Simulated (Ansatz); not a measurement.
H3Si···HCl (doublet)

```xyz
6

Si    0.0005    0.0000   -0.2497
H    -0.0003    0.0000    2.2827
H     1.4335    0.0000   -0.6627
H    -0.7161    1.2411   -0.6623
H    -0.7161   -1.2411   -0.6623
Cl   -0.0001    0.0000    3.5857
```

These are results of UKS PBE0-D4/def2-SVP (Ansatz), not measurements.

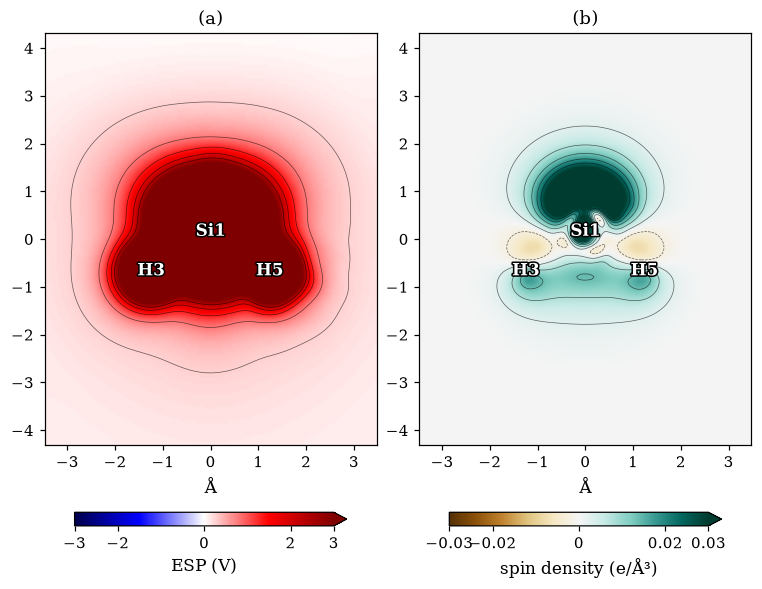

Figure 1. (a) electrostatic potential; (b) spin density on the plane of atoms H3, Si1 and H5.

Question: What does the map show?

Answer:
- The section cuts through Si and H sites.
- The unpaired spin (1 electron) lies mostly on Si1 (about 0.8), in electrons by Hirshfeld's partition.
- The potential has no marked negative region in this plane.

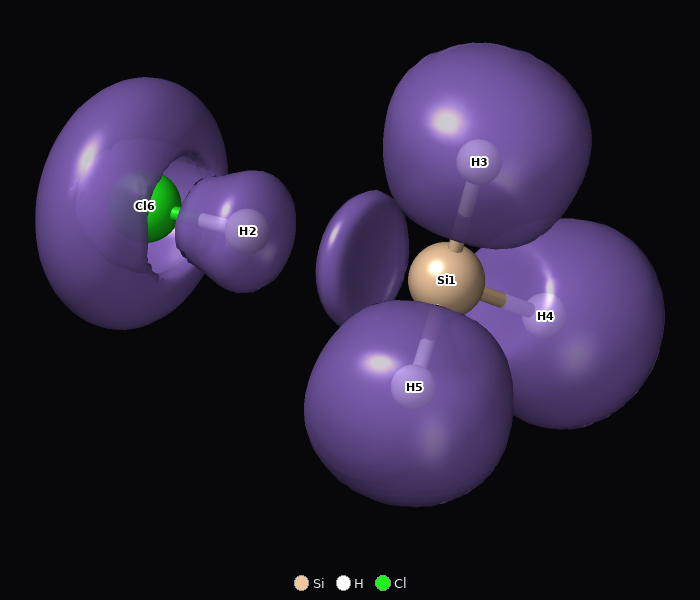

Figure 2. Isosurface of the ELF at 0.8 (purple), seen at a tilt. Only the valence region is drawn (cores and ρ < 0.01 e/Å³ removed).

Question: Identify the bonds, lone pairs and shells in this picture.

Answer: The ELF exceeds this value in four regions around hydrogen nuclei, one lobe on Si, pointing away from the bonds (non-bonding electrons) and one region wrapped around Cl (its lone pairs, merged into a ring or cap).


Si1···H2 (2.53 Å): the ELF climbs to about 1 towards the hydrogen, as it does in any bond to H. Cl–H (1.30 Å): the ELF climbs to about 1 towards the hydrogen.

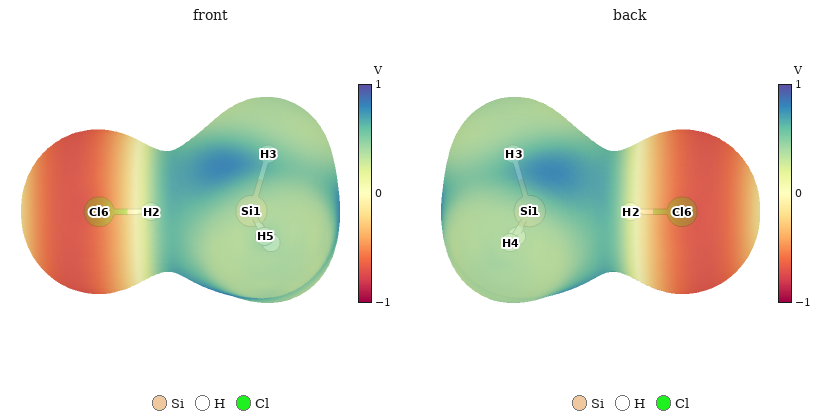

Figure 3. The molecular electrostatic potential painted on the density surface at 0.001 e/bohr³, seen from the front and from behind; red is negative and blue positive.

Question: Which sites attract a positive test charge, and which a negative one?

Answer: A positive charge is drawn to the negative regions and a negative charge to the positive ones. The most negative region (about −0.7 V) lies over Cl6, the most positive (about +0.8 V) over Si1.
